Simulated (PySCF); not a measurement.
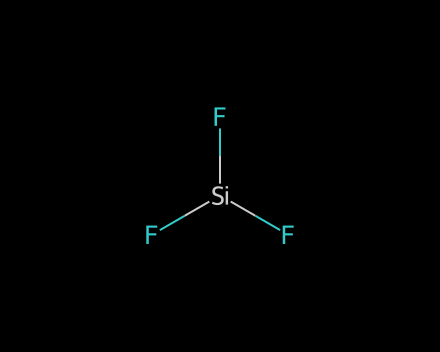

(Drawn from a calculation with PySCF.)

A structural formula. Charge 0, doublet.

Q: Write the SMILES.

A: F[Si](F)F

Q: Give the formula, hydrogens included.

A: SiF3.

Q: An optimisation with PBE0-D3(BJ)/def2-SVP gave a structure of which point group?

A: C3v.
